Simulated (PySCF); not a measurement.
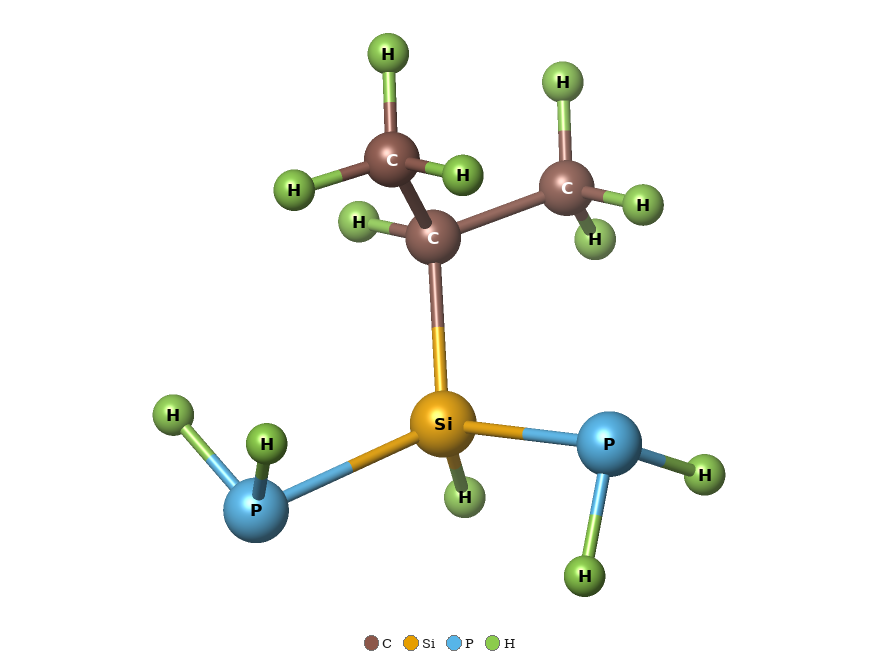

The geometry was computed by an optimisation with GFN2-xTB. No frequency run is at hand to confirm it as a minimum.

**Count the atoms of each element.**

C3H12P2Si, 18 atoms: 3 carbon, 12 hydrogen, 2 phosphorus and 1 silicon.

**Write the SMILES.**

CC(C)[SiH](P)P

**Give the symmetry (Schoenflies symbol).**

C1.

**How many bonds of each kind are drawn?**

7 C–H, 4 P–H, 2 C–C, 2 P–Si, 1 C–Si, 1 Si–H.

**Describe its rings.**

It has no ring.

More results for the same structure follow; atom numbers are the same in all pictures, views and colours differ.

Geometry

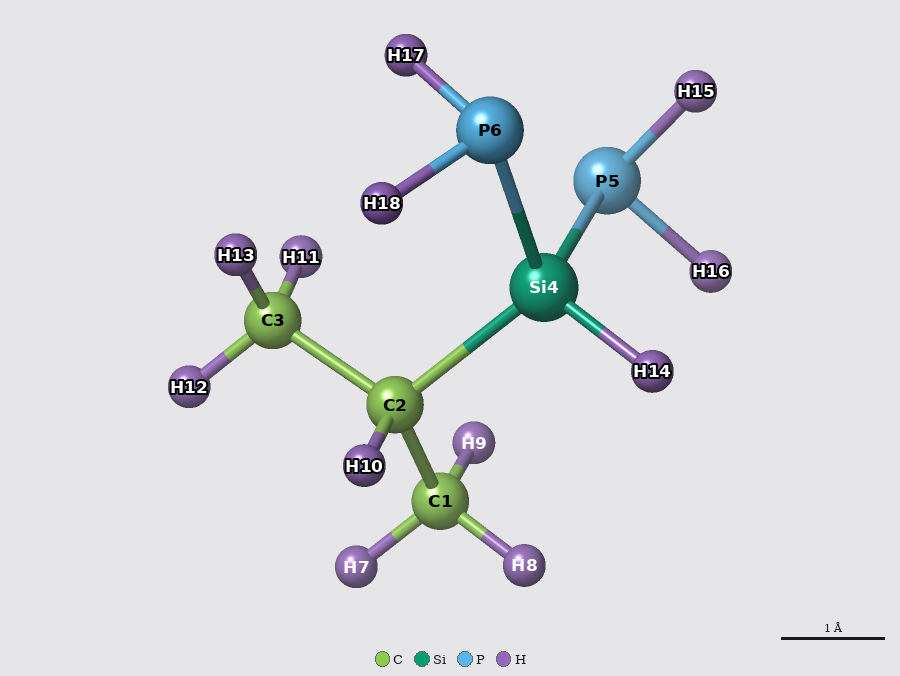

Numbered structure. No frequency run is at hand to confirm it as a minimum.

**How are the neighbours of atom 5 arranged?**

P5 has 3 neighbours (Si4 at 2.26, H15 at 1.38, H16 at 1.38 Å); the arrangement is trigonal pyramidal.

**Describe the coordination of atom 4.**

Si4 has 4 neighbours (C2 at 1.93, P5 at 2.26, P6 at 2.26, H14 at 1.48 Å); the arrangement is tetrahedral.

**How are the neighbours of atom 6 arranged?**

P6 has 3 neighbours (Si4 at 2.26, H17 at 1.38, H18 at 1.38 Å); the arrangement is trigonal pyramidal.

**What is the geometry at C2?**

C2 has 4 neighbours (C1 at 1.52, C3 at 1.53, Si4 at 1.93, H10 at 1.09 Å); the arrangement is tetrahedral.

**What is the dihedral angle C1–C2–Si4–P6?**

177° in size, that is anti.

Excitation

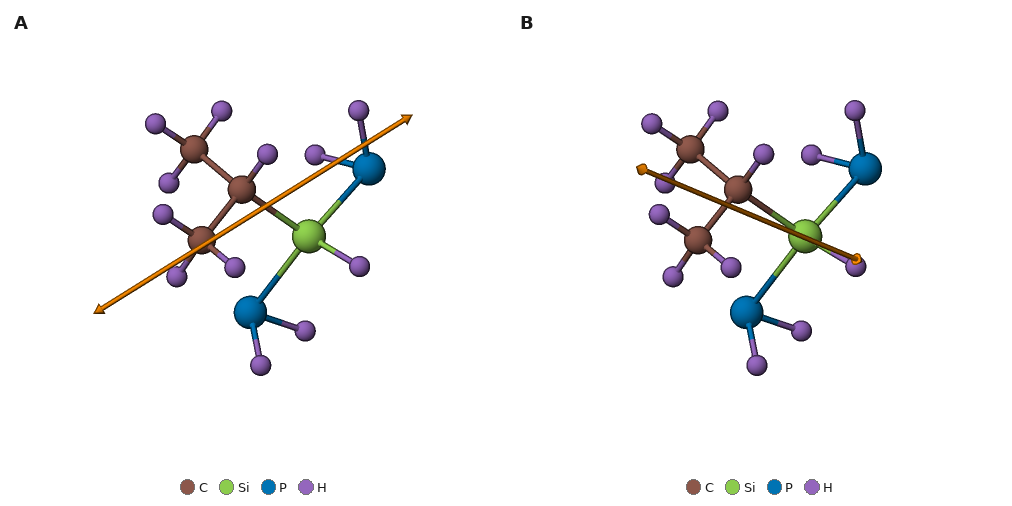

The double arrows show the directions of two transition dipoles from the ground state (lengths mean nothing). No frequency run is at hand to confirm it as a minimum. Properties computed with TDDFT PBE0/def2-SVPD, vertical, gas phase, core orbitals frozen in the response (PySCF 2.14.0).

**One belongs to singlet state 3 and one to singlet state 5. Which is which?**

A: state 5, 6.63 eV (187 nm), oscillator strength 0.17, of mixed character, with the largest part HOMO−1 → LUMO+1 (weight 0.36).
B: state 3, 6.41 eV (194 nm), oscillator strength 0.022, mainly HOMO → LUMO+1 (weight 0.61).

Polarisability

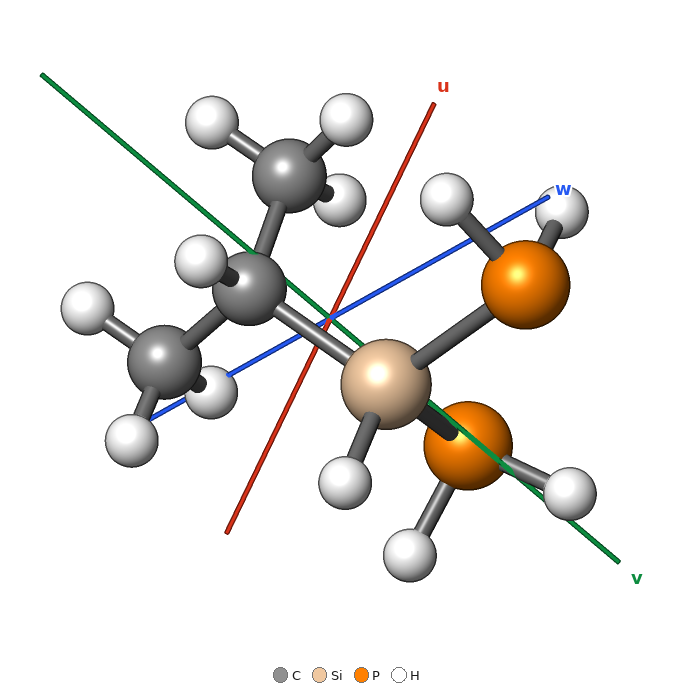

The lines u, v and w are the principal axes of the static dipole polarisability. No frequency run is at hand to confirm it as a minimum. Method: PBE0/def2-SVPD (PySCF 2.14.0).

**Along which axis is the molecule most polarisable, and along which least?**

Most along w, least along u.

**Give the three principal values.**

u 103.1, v 119.7, w 133.4 bohr³; mean 118.7, anisotropy 26.3 bohr³.

NMR shielding

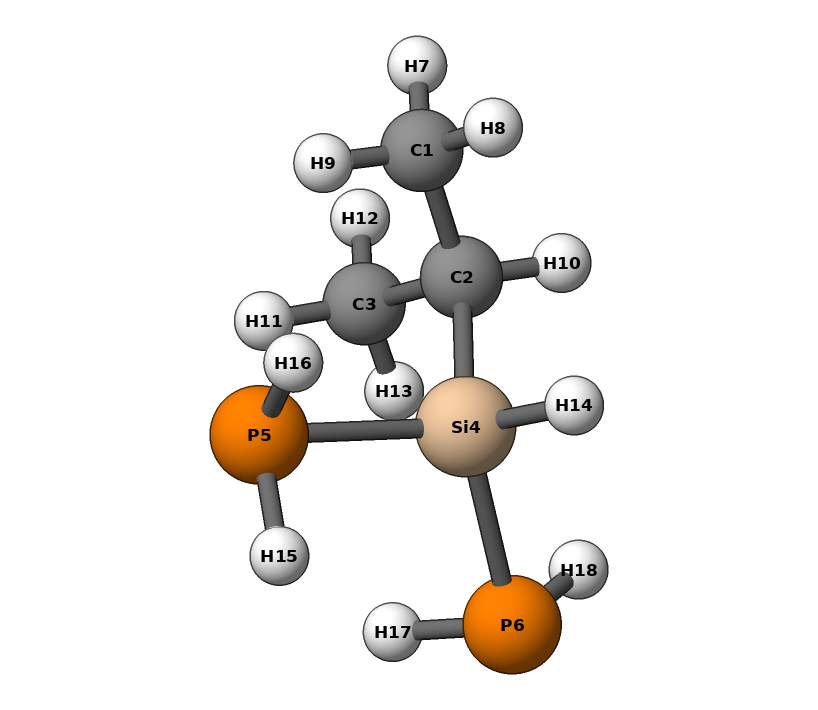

No frequency run is at hand to confirm it as a minimum. Method: GIAO PBE0/pcSseg-1 NMR shielding, non-relativistic, gas phase (PySCF 2.14.0). Principal shieldings σ11 ≤ σ22 ≤ σ33, span Ω = σ33 − σ11, skew κ = 3(σiso − σ22)/Ω.

Give the shielding tensors of the P atoms.

```tsv
atom	σ11	σ22	σ33	σiso	Ω	κ
P5	569.7	628.9	711.0	636.5	141.3	0.16
P6	546.9	603.3	684.5	611.6	137.6	0.18
```

Shieldings and span in ppm.

The geometry is semi-empirical. Around P, Si such bond lengths and angles can be off by a tenth of an ångström or more and by several degrees, and values that hang on the shape move with them.
